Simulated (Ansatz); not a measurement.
# BSiNH (doublet): correlated methods under varied settings

What do other methods and options give for BSiNH (doublet) at this geometry, and how long do they take?

Method: the settings change from run to run; program: Ansatz 0.2.0, Gaussian basis.

17 further runs of the same task are left out: 5 that didn't finish, 12 set aside as unsound or not needed.

## Step 1: The system

The geometry is a PBE0/def2-TZVP stationary point (not a proven minimum).

4 atoms, charge 0, spin multiplicity 2.

Atoms are counted from 1 here; the program's logs count them from 0.

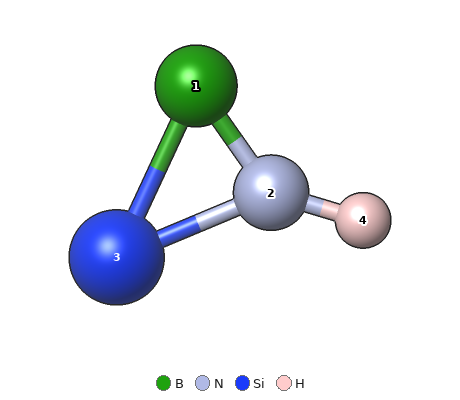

The geometry (boron green, nitrogen light blue, silicon blue, hydrogen pink); atoms are numbered from 1 in the order of the file.

## Step 2: CASSCF(9,5)/6-31G

Input file in.yaml:

```yaml
crystal:
  periodic: [false, false, false]
  atoms:
    - {symbol: B, position_ang: [0.000000, -0.897712, 0.910090]}
    - {symbol: N, position_ang: [0.000000, 0.476424, 0.875935]}
    - {symbol: Si, position_ang: [0.000000, 0.061811, -0.840355]}
    - {symbol: H, position_ang: [0.000000, 1.285841, 1.482090]}
basis:
  gaussian: {orbitals: 6-31G}
magnetization: {spin_polarized: false, initial_magnetization: 1}
correlation: {active_space: {window: {electrons: 9, orbitals: 5}}}
```

Run with:

```
$ ansatz run in.yaml --threads 1 --pin off --events-out ev --progress --plain --max-ram 2393MiB
```

Standard output:

```text
Functional definition: HF
  name "HF"
  cite "Fock, Z. Phys. 61, 126 (1930) doi:10.1007/BF01340294"
  parent pbe
  exchange = exact_x
  correlation = 0
430 factors; integrals over basis functions are off by at most 1.9e-4 eV
mean field evaluation 1: about -10024.5278 eV, gradient 2.7e1 eV
mean field evaluation 2: about -10024.6177 eV, gradient 2.7e1 eV
mean field evaluation 4: about -10026.6437 eV, gradient 2.8e0 eV
mean field evaluation 8: about -10026.9650 eV, gradient 3.9e-1 eV
mean field evaluation 16: about -10026.9679 eV, gradient 1.1e-5 eV
mean field evaluation 32: about -10025.3453 eV, gradient 8.5e-1 eV
mean field -10026.96785901 eV, -368.4842722957 hartree, gradient 1.3e-6 eV, S^2 0.750000; 4 other end points of the search recorded, 0 dependent functions left out
reference -10026.96785901 eV, -368.4842722957 hartree; 14, 13 occupied and 19, 20 virtual orbitals, 430 factors
state -10026.96785901 eV, -368.4842722957 hartree
Total energy: -10026.96785901 eV, -368.4842722957 hartree
```

It took 4.2 s on 1 thread of AMD EPYC, shared host.

From the report: 5 determinants; active occupations 2.00, 2.00, 2.00, 2.00, 1.00. With so small a space the active step adds no correlation: the energy is the mean field's.

## Step 3: CASCI(13,7)/STO-3G

Changes to in.yaml since step 2:

```diff
@@ -8,4 +8,5 @@
 basis:
-  gaussian: {orbitals: 6-31G}
+  gaussian: {orbitals: STO-3G}
 magnetization: {spin_polarized: false, initial_magnetization: 1}
-correlation: {active_space: {window: {electrons: 9, orbitals: 5}}}
+correlation: {active_space: {window: {electrons: 13, orbitals: 7}, fixed_orbitals: true, states: [{multiplicity: 2, weights: [1, 1]}], root: 0}}
+output: {forces: true}
```

Same command.

Standard output, shortened:

```text
Functional definition: HF
  name "HF"
  cite "Fock, Z. Phys. 61, 126 (1930) doi:10.1007/BF01340294"
  parent pbe
[...]
360 factors; integrals over basis functions are off by at most 4.3e-8 eV
[...]
mean field -9909.73575777 eV, -364.1760720379 hartree, gradient 8.8e-7 eV, S^2 0.750000; 0 other end points of the search recorded, 0 dependent functions left out
reference -9909.73575777 eV, -364.1760720379 hartree; 14, 13 occupied and 6, 7 virtual orbitals, 360 factors
state -9909.73575777 eV, -364.1760720379 hartree
state -9905.11830961 eV, -364.0063839480 hartree
[...]
Total energy: -9909.73575777 eV, -364.1760720379 hartree
Atom 0 at     0.000000    -0.897712     0.910090 Å, force     0.000000     1.624158    -1.978205 eV/Å
Atom 1 at     0.000000     0.476424     0.875935 Å, force    -0.000000    -1.173514    -1.836589 eV/Å
Atom 2 at     0.000000     0.061811    -0.840355 Å, force     0.000000    -0.936138     3.145053 eV/Å
Atom 3 at     0.000000     1.285841     1.482090 Å, force     0.000000     0.485495     0.669741 eV/Å
Dipole moment:     0.000000     0.207916    -0.041480 e Å
```

Wall time 0.62 s (1 thread of AMD EPYC, shared host).

From the report: 6 determinants; active occupations (of the averaged states) 2.00, 2.00, 2.00, 2.00, 2.00, 1.50, 1.50. With so small a space the active step adds no correlation: the energy is the mean field's.

## Step 4: CCSD on UHF/cc-pVDZ

Input file in.yaml:

```yaml
crystal:
  periodic: [false, false, false]
  atoms:
    - {symbol: B, position_ang: [0.000000, -0.897712, 0.910090]}
    - {symbol: N, position_ang: [0.000000, 0.476424, 0.875935]}
    - {symbol: Si, position_ang: [0.000000, 0.061811, -0.840355]}
    - {symbol: H, position_ang: [0.000000, 1.285841, 1.482090]}
basis:
  gaussian: {orbitals: cc-pVDZ, fitting: {mean_field: def2-universal-jkfit}}
magnetization: {spin_polarized: true, initial_magnetization: 1}
correlation: {method: ccsd, electrons: all}
```

The command is unchanged.

Standard output, shortened:

```text
Functional definition: HF
  name "HF"
  cite "Fock, Z. Phys. 61, 126 (1930) doi:10.1007/BF01340294"
  parent pbe
[...]
298 factors; integrals over basis functions are off by at most 2.0e-1 eV
[...]
mean field -10029.31282089 eV, -368.5704480554 hartree, gradient 1.9e-6 eV, S^2 0.785458; 7 other end points of the search recorded, 0 dependent functions left out
determinant -10029.31282089 eV, -368.5704480554 hartree, with singles and doubles -10038.50980394 eV, -368.9084309486 hartree
determinant -10027.82671142 eV, -368.5158345395 hartree, with singles and doubles -10036.68186603 eV, -368.8412554692 hartree
determinant -10027.36724728 eV, -368.4989495438 hartree, with singles and doubles -10035.90121447 eV, -368.8125670534 hartree
determinant -10026.47273882 eV, -368.4660769645 hartree, with singles and doubles -10036.05696406 eV, -368.8182907454 hartree
determinant -10026.18053712 eV, -368.4553387500 hartree, with singles and doubles -10035.38100601 eV, -368.7934497454 hartree
reference -10029.31282089 eV, -368.5704480554 hartree; 14, 13 occupied and 37, 38 virtual orbitals, 298 factors
second order -8.46613509 eV of doubles, -0.00000000 eV of singles
cycle   1  -9.19705155 eV  change   -6.8e-5 eV  update   1.9e-3
[...]
cycle   8  -9.19809798 eV  change    1.6e-5 eV  update   9.9e-6
Total energy: -10038.51091888 eV, -368.9084719217 hartree
```

Wall time 24 s (1 thread of AMD EPYC, shared host).

From the report: ⟨S²⟩ of the determinant 0.785 (pure doublet: 0.75); correlation -9.1981 eV; T1 0.016; largest double amplitude 0.05.

## Step 5: CCSD(T) on ROHF/cc-pVDZ

Changes to in.yaml since step 4:

```diff
@@ -8,4 +8,5 @@
 basis:
-  gaussian: {orbitals: cc-pVDZ, fitting: {mean_field: def2-universal-jkfit}}
-magnetization: {spin_polarized: true, initial_magnetization: 1}
-correlation: {method: ccsd, electrons: all}
+  gaussian: {orbitals: cc-pVDZ}
+magnetization: {spin_polarized: false, initial_magnetization: 1}
+correlation: {method: ccsd_t, electrons: outside_noble_gas}
+scf: {lower_state_search: full}
```

The command is unchanged.

Standard output, shortened:

```text
Functional definition: HF
  name "HF"
  cite "Fock, Z. Phys. 61, 126 (1930) doi:10.1007/BF01340294"
  parent pbe
[...]
498 factors; integrals over basis functions are off by at most 9.7e-4 eV
[...]
mean field -10029.20845980 eV, -368.5666128559 hartree, gradient 2.3e-6 eV, S^2 0.750000; 9 other end points of the search recorded, 0 dependent functions left out
[...]
determinant -10029.20845980 eV, -368.5666128559 hartree, with singles and doubles -10038.22371826 eV, -368.8979174936 hartree
determinant -10027.41535887 eV, -368.5007176120 hartree, with singles and doubles -10036.58376413 eV, -368.8376502909 hartree
7 core orbitals not correlated: weight in the atoms' cores, before any rotation towards them, 1.000 or more for the frozen orbitals, at most 0.000 for the correlated occupied ones
reference -10029.20845980 eV, -368.5666128559 hartree; 7, 6 occupied and 37, 38 virtual orbitals, 498 factors
second order -8.23083766 eV of doubles, -0.04490179 eV of singles
cycle   1  -9.01553828 eV  change   -2.8e-4 eV  update   3.6e-3
[...]
cycle   9  -9.01852651 eV  change    3.7e-6 eV  update   5.3e-6
perturbative correction -0.38646621 eV, -0.0142023711 hartree
Total energy: -10038.61345251 eV, -368.9122399633 hartree
```

It took 19 s on 1 thread of AMD EPYC, shared host.

From the report: correlation -9.4050 eV; T1 0.031; largest double amplitude 0.05.

## Step 6: CCSD/cc-pVDZ

Changes to in.yaml since step 5:

```diff
@@ -10,3 +10,4 @@
 magnetization: {spin_polarized: false, initial_magnetization: 1}
-correlation: {method: ccsd_t, electrons: outside_noble_gas}
-scf: {lower_state_search: full}
+hamiltonian: {xc: {name: B3LYP}, pseudopotentials: {relativity: none}}
+correlation: {method: ccsd, electrons: valence}
+output: {forces: true}
```

The command is unchanged.

Standard output, shortened:

```text
Functional definition: B3LYP
  name "B3LYP"
  cite "Stephens, Devlin, Chabalowski & Frisch, J. Phys. Chem. 98, 11623 (1994) doi:10.1021/j100096a001"
  cite "Becke, Phys. Rev. A 38, 3098 (1988) doi:10.1103/PhysRevA.38.3098"
  cite "Lee, Yang & Parr, Phys. Rev. B 37, 785 (1988) doi:10.1103/PhysRevB.37.785"
  cite "Vosko, Wilk & Nusair, Can. J. Phys. 58, 1200 (1980) doi:10.1139/p80-159"
[...]
498 factors; integrals over basis functions are off by at most 9.7e-4 eV
[...]
mean field -10057.96617615 eV, -369.6234394391 hartree, gradient 7.2e-7 eV, S^2 0.750000; 0 other end points of the search recorded, 0 dependent functions left out
[...]
7 core orbitals not correlated: weight in the atoms' cores, before any rotation towards them, 1.000 or more for the frozen orbitals, at most 0.000 for the correlated occupied ones
reference -10028.75212511 eV, -368.5498428654 hartree; 7, 6 occupied and 37, 38 virtual orbitals, 498 factors
second order -8.72339679 eV of doubles, -0.33203219 eV of singles
cycle   1  -8.96904483 eV  change    8.1e-2 eV  update   9.5e-2
[...]
cycle  15  -9.37167189 eV  change    4.8e-7 eV  update   8.8e-7
[...]
Total energy: -10038.12379700 eV, -368.8942454550 hartree
Atom 0 at     0.000000    -0.897712     0.910090 Å, force     0.000000    -0.900147     0.431714 eV/Å
Atom 1 at     0.000000     0.476424     0.875935 Å, force     0.000000     0.622277     0.497989 eV/Å
Atom 2 at     0.000000     0.061811    -0.840355 Å, force     0.000000     0.007320    -1.198042 eV/Å
Atom 3 at     0.000000     1.285841     1.482090 Å, force    -0.000000     0.270550     0.268339 eV/Å
Dipole moment:    -0.000000     0.472255     0.090419 e Å
```

It took 17 s on 1 thread of AMD EPYC, shared host.

From the report: correlation -9.3717 eV; T1 0.017; largest double amplitude 0.05. The orbitals are Kohn-Sham ones, so correlation energy and T1 don't compare with those on Hartree-Fock orbitals.

## Step 7: CCSDT(Q)/B/6-31G

Changes to in.yaml since step 6:

```diff
@@ -8,6 +8,5 @@
 basis:
-  gaussian: {orbitals: cc-pVDZ}
+  gaussian: {orbitals: 6-31G}
 magnetization: {spin_polarized: false, initial_magnetization: 1}
-hamiltonian: {xc: {name: B3LYP}, pseudopotentials: {relativity: none}}
-correlation: {method: ccsd, electrons: valence}
-output: {forces: true}
+hamiltonian: {xc: {name: PBE}, pseudopotentials: {relativity: none}}
+correlation: {method: ccsdt_q_b, electrons: outside_noble_gas}
```

The command is unchanged.

Standard output, shortened:

```text
Functional definition: PBE
  name "PBE"
  cite "Perdew, Burke & Ernzerhof, Phys. Rev. Lett. 77, 3865 (1996) doi:10.1103/PhysRevLett.77.3865"
  parent pbe
[...]
747 factors; integrals over basis functions are off by at most 1.4e-7 eV
[...]
mean field -10048.77525798 eV, -369.2856794263 hartree, gradient 6.2e-6 eV, S^2 0.750000; 3 other end points of the search recorded, 0 dependent functions left out
[...]
7 core orbitals not correlated: weight in the atoms' cores, before any rotation towards them, 1.000 or more for the frozen orbitals, at most 0.000 for the correlated occupied ones
reference -10026.39357443 eV, -368.4631677268 hartree; 7, 6 occupied and 19, 20 virtual orbitals, 747 factors
second order -5.81324650 eV of doubles, -0.39356536 eV of singles
cycle   1  -5.97054446 eV  change    2.2e-1 eV  update   1.1e-1
[...]
cycle  18  -6.61435057 eV  change   -5.1e-7 eV  update   1.1e-6
perturbative correction -0.02740528 eV, -0.0010071254 hartree
Total energy: -10033.03533028 eV, -368.7072477522 hartree
```

Wall time 37 s (1 thread of AMD EPYC, shared host); peak memory 0.25 GiB.

From the report: correlation -6.6418 eV; T1 0.020; largest double amplitude 0.06. The orbitals are Kohn-Sham ones, so correlation energy and T1 don't compare with those on Hartree-Fock orbitals.

## Step 8: All runs side by side

Where basis and cores are those of an earlier UCCSDT(Q)/cc-pVDZ run (-10038.6798 eV), and the state is the same kind, the miss against it is given.

| level | correlated | functions | energy (eV) | from UCCSDT(Q) (meV) | time |
| --- | --- | --- | --- | --- | --- |
| CASSCF(9,5)/6-31G |  | 33 | -10026.9679 |  | 4.2 s |
| CASCI(13,7)/STO-3G (lowest root of an average) |  | 20 | -9909.7358 |  | 0.62 s |
| CCSD on UHF/cc-pVDZ | all | 51 | -10038.5109 |  | 24 s |
| CCSD(T) on ROHF/cc-pVDZ | outside noble gas | 51 | -10038.6135 | 66.4 | 19 s |
| CCSD/cc-pVDZ (on B3LYP orbitals) | valence | 51 | -10038.1238 |  | 17 s |
| CCSDT(Q)/B/6-31G (on PBE orbitals) | outside noble gas | 33 | -10033.0353 |  | 37 s |

## Step 9: What came out

```
quantity                                                   value
    runs                                                       6
quickest  CASCI(13,7)/STO-3G (lowest root of an average), 0.62 s
 slowest                CCSDT(Q)/B/6-31G (on PBE orbitals), 37 s
```

**Reading.** Total energies in different bases, with other cores or another treatment of relativity can't be set against each other. CCSDT(Q)/B/6-31G (on PBE orbitals) took 59 times as long as CASCI(13,7)/STO-3G (lowest root of an average); the jobs differ in more than the method.
